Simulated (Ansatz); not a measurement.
**CH3Cl2Si (SMILES [CH2][SiH](Cl)Cl) at UBCCD(T)/6-31G(d) (spherical functions)**

What is the vertical ionisation energy of CH3Cl2Si at UBCCD(T)/6-31G* (spherical functions)? 

The calculation is run with Ansatz 0.2.0.

58 further runs of the same task are left out: 2 that didn't finish, 56 set aside as unsound or not needed. Runs told in other sessions of the task aren't counted.

### 1 The system as given

CH3Cl2Si: 7 atoms, total charge 0, spin state doublet. As SMILES, `[CH2][SiH](Cl)Cl`. The shape is that of a PBE0-D4/def2-TZVP optimisation. This is one conformer, not always the lowest.

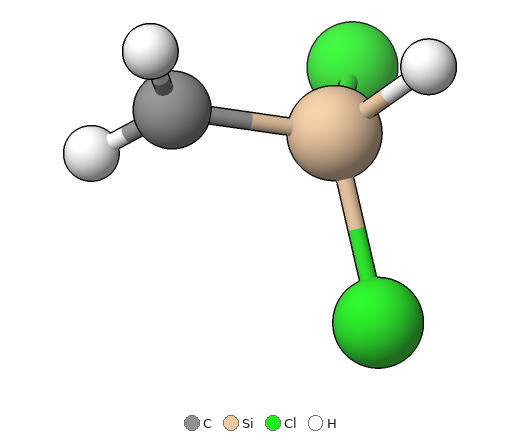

The structure, seen from a chosen angle (carbon grey, silicon light orange, chlorine green, hydrogen white).

### 2 A single-point energy at UBCCD(T)/6-31G(d) (spherical functions)

The input, input.yaml:

```yaml
crystal:
  periodic: [false, false, false]
  atoms:
    - symbol: C
      position_ang: [-0.692700, 0.892600, 0.197500]
    - symbol: Si
      position_ang: [0.466300, -0.499500, -0.003900]
    - symbol: Cl
      position_ang: [1.593800, -0.235400, -1.694300]
    - symbol: Cl
      position_ang: [-0.574000, -2.252500, -0.209200]
    - symbol: H
      position_ang: [-1.447700, 1.127200, -0.545500]
    - symbol: H
      position_ang: [-0.668800, 1.540600, 1.067500]
    - symbol: H
      position_ang: [1.384500, -0.641000, 1.142000]
basis:
  gaussian:
    orbitals: 6-31G_st_-spherical.json
accuracy: high
magnetization:
  spin_polarized: true
  initial_magnetization: 1
scf:
  omitted_lower_state_checks: [cluster_reference, increment]
correlation:
  method: bccd_t
  frozen_orbitals: {C: 1, Cl: 5, H: 0, Si: 5}
```

The basis set 6-31G* is read from a file made from the Basis Set Exchange's data (not shown).

Command:

```
$ ansatz run input.yaml --threads 1 --pin off --max-ram 3480MiB --events-out events.jsonl --progress --plain --runs-dir runs
```

Log, cut to the lines that bear on the results:

```text
Warning: RAYON_NUM_THREADS=1 ignored (pool sized by the plan → 1); use --threads N
Functional definition: HF
  name "HF"
[...]
1599 factors; integrals over basis functions are off by at most 3.7e-9 eV
[...]
mean field -33947.82689157 eV, -1247.5596276017 hartree, gradient 5.3e-8 eV, S^2 0.759953; 0 other end points of the search recorded, 0 dependent functions left out
16 core orbitals not correlated: weight in the atoms' cores, before any rotation towards them, 1.000 or more for the frozen orbitals, at most 0.000 for the correlated occupied ones
reference -33947.82689157 eV, -1247.5596276017 hartree; 13, 12 occupied and 45, 46 virtual orbitals, 1599 factors
second order -11.74519967 eV of doubles, -0.00000000 eV of singles
cycle   1  -12.75198704 eV  change    -1.0e0 eV  update   7.3e-2
[...]
cycle  21  -13.09096864 eV  change  -5.3e-10 eV  update   2.3e-9
perturbative correction -0.33762258 eV, -0.0124074009 hartree
Total energy: -33961.25548279 eV, -1248.0531192267 hartree
Checks for a lower state left out: cluster_reference, increment
```

Wall time 26 s (1 thread of Arm Neoverse V2, shared host); peak memory 0.63 GiB.

### 3 The singlet cation, same level

The input, run.yaml:

```yaml
crystal:
  periodic: [false, false, false]
  atoms:
    - symbol: C
      position_ang: [-0.692700, 0.892600, 0.197500]
    - symbol: Si
      position_ang: [0.466300, -0.499500, -0.003900]
    - symbol: Cl
      position_ang: [1.593800, -0.235400, -1.694300]
    - symbol: Cl
      position_ang: [-0.574000, -2.252500, -0.209200]
    - symbol: H
      position_ang: [-1.447700, 1.127200, -0.545500]
    - symbol: H
      position_ang: [-0.668800, 1.540600, 1.067500]
    - symbol: H
      position_ang: [1.384500, -0.641000, 1.142000]
basis:
  gaussian: {orbitals: 6-31G_st_-spherical.json}
total_charge: 1
correlation: {method: bccd_t, frozen_orbitals: {C: 1, Cl: 5, H: 0, Si: 5}}
accuracy: high
scf: {omitted_lower_state_checks: [cluster_reference, increment]}
```

The basis set 6-31G* is read from a file made from the Basis Set Exchange's data (not shown).

Command:

```
$ ansatz run run.yaml --threads 1 --pin off --max-ram 3480MiB --events-out events.jsonl --progress --plain --runs-dir runs
```

Log, cut to the lines that bear on the results:

```text
Warning: RAYON_NUM_THREADS=1 ignored (pool sized by the plan → 1); use --threads N
[... 2 set-up lines as earlier in the session ...]
[...]
1598 factors; integrals over basis functions are off by at most 3.7e-9 eV
[...]
mean field -33938.24262722 eV, -1247.2074123833 hartree, gradient 1.3e-8 eV, S^2 0.000000; 0 other end points of the search recorded, 0 dependent functions left out
16 core orbitals not correlated: weight in the atoms' cores, before any rotation towards them, 1.000 or more for the frozen orbitals, at most 0.000 for the correlated occupied ones
reference -33938.24262722 eV, -1247.2074123833 hartree; 12, 12 occupied and 46, 46 virtual orbitals, 1598 factors
second order -11.50174256 eV of doubles, -0.00000000 eV of singles
cycle   1  -12.52206359 eV  change    -1.0e0 eV  update   1.0e-1
[...]
cycle  32  -12.92581228 eV  change  -5.9e-10 eV  update   2.5e-9
perturbative correction -0.43108183 eV, -0.0158419651 hartree
Total energy: -33951.59952133 eV, -1247.6982691882 hartree
Checks for a lower state left out: cluster_reference, increment
```

Wall time 11 s (1 thread of Arm Neoverse V2, shared host); peak memory 0.34 GiB.

### 4 Outcome

At UBCCD(T)/6-31G* (spherical functions), 16 core orbitals frozen:

```
                                                      quantity           value
                                doublet CH3Cl2Si: total energy  -1248.05312 Eh
doublet CH3Cl2Si: correlation energy (16 core orbitals frozen)      -493.5 mEh
                              doublet CH3Cl2Si: (T) correction      -12.41 mEh
           doublet CH3Cl2Si: ⟨S²⟩ of the reference determinant           0.760
                                  singlet cation: total energy  -1247.69827 Eh
  singlet cation: correlation energy (16 core orbitals frozen)      -490.9 mEh
                                singlet cation: (T) correction      -15.84 mEh
            vertical ionisation energy (to the singlet cation)        9.656 eV
```

**Reading.** The vertical ionisation energy comes to 9.66 eV (223 kcal/mol). Only the singlet of the ionised species was computed; a triplet could lie lower. The triples (doublet CH3Cl2Si) make up 2.5 % of the correlation energy. The triples (singlet cation) make up 3.2 % of the correlation energy.
